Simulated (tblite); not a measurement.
# C5H10FSSi: the cost of one run

The runs use tblite 0.8.0 and PySCF 2.14.0, with density-fitted response routines of our own; the level of theory stands in each step. All values are computed, except where a source is named. Atoms count from 0, in the outputs and in this text.

## Step 1: The starting structure

18 atoms, charge 0, multiplicity 2; geometry from: force field or distance geometry start.

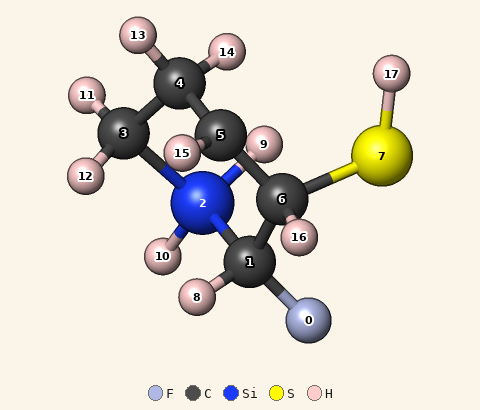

The starting geometry (fluorine light blue, carbon dark grey, silicon blue, sulfur yellow, hydrogen pink), atoms numbered.

## Step 2: Geometry optimisation with GFN2-xTB

Job settings and geometry (Å):

```
{"job": {"kind": "relax", "xc": "GFN2-xTB", "basis": "xTB"}, "charge": 0, "multiplicity": 2}
F      0.273800    -1.975100     2.030500
C      0.053900    -0.792600     1.357400
Si    -1.384200    -0.858800     0.190400
C     -1.425700     0.914100    -0.482300
C     -0.052600     1.040400    -1.115300
C      1.051900     0.972100    -0.140700
C      1.249300    -0.297000     0.593600
S      1.961900    -1.635100    -0.414400
H     -0.202400    -0.021700     2.124400
H     -1.056800    -1.694300    -0.972500
H     -2.645200    -1.237400     0.826900
H     -2.254800     1.080300    -1.165300
H     -1.418300     1.579000     0.412900
H     -0.038100     2.035300    -1.639000
H      0.025200     0.218200    -1.858500
H      1.265300     1.892600     0.430500
H      2.035100    -0.097200     1.375800
H      2.552900    -1.116400    -1.566200
```

On the command line:

```sh
> OMP_NUM_THREADS=1 python probes_run.py task.json out
```

The driver reads the jobs from task.json and runs them one after another.

Q: Estimate the wall time and peak memory of this first job on 1 thread of Arm Neoverse N1, shared host.

About 1.2 s, with a peak of 0.18 GiB.
